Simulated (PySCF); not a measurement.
```xyz
10

F    -2.6857   -0.0489    1.1320
Si   -1.8968    0.3517   -0.2046
O    -0.4582   -0.3641   -0.0705
Si    1.0963   -0.6144    0.2657
S     2.1590    0.9953   -0.6713
H    -2.5617   -0.2983   -1.3138
H    -1.7574    1.7924   -0.1811
H     1.3064   -0.5470    1.7030
H     1.4361   -1.8712   -0.3803
H     3.3709    0.6091   -0.3016
```

Geometry: GFN2-xTB.

These are results of PySCF, PBE0/pcSseg-1, SCF density, gas phase, non-relativistic, not measurements.

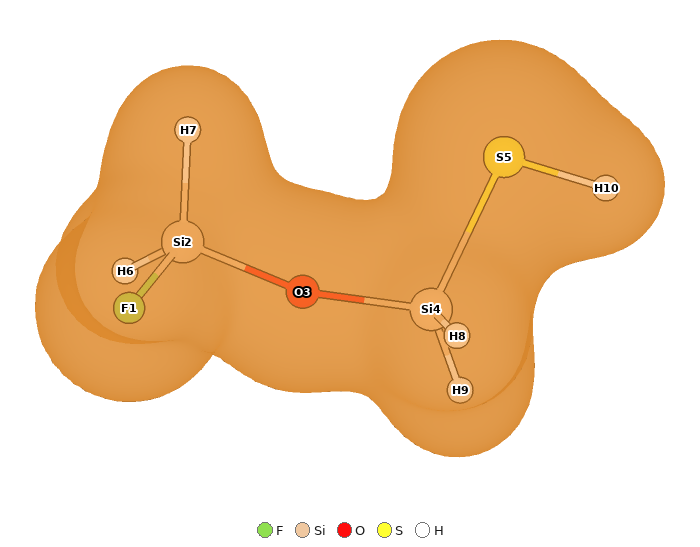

FH₅OSSi₂ (SMILES F[SiH2]O[SiH2]S). Isosurface of the electron density at 0.1 e/Å³ (orange), seen across its widest extent.

> What does this surface tell about the bonding?

At this value the surface is in one piece. It bridges the sampled Si–F (1.60 Å), Si–O (1.61 Å), Si–S (2.14 Å) and S–H (1.32 Å) contacts, where the density stays above the isovalue. On the grid the lowest density along these lines, outside the cores, is 0.92 e/Å³ (Si–F, 1.60 Å), 0.99 e/Å³ (Si–O, 1.61 Å), 0.66 e/Å³ (Si–S, 2.14 Å) and 1.4 e/Å³ (S–H, 1.32 Å).
